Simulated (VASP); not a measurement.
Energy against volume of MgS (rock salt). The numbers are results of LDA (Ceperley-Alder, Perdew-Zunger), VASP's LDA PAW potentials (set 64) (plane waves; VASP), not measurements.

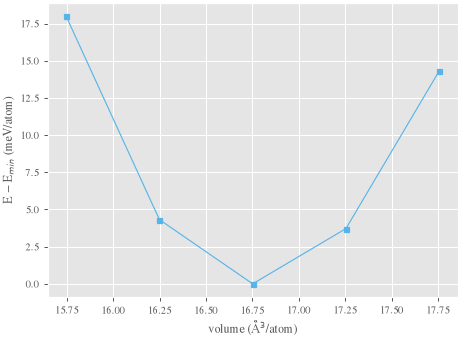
Fig. 1. Energy against volume

### Question
Estimate the equilibrium volume and the bulk modulus.

### Answer
The minimum lies near 16.8 Å³/atom, and the curvature gives B0 of about 85 GPa.

Measured: bulk modulus 81.0 GPa at 0 K (computed value off by +5.0 %), a 5.188 Å at 0 K (computed value off by -1.3 %), as given by Tamar Goldzak et al., The Journal of Chemical Physics (2022), arXiv:2208.04865 [corrected for zero-point motion].

The compound is MgS in the rock salt structure. It was relaxed first.
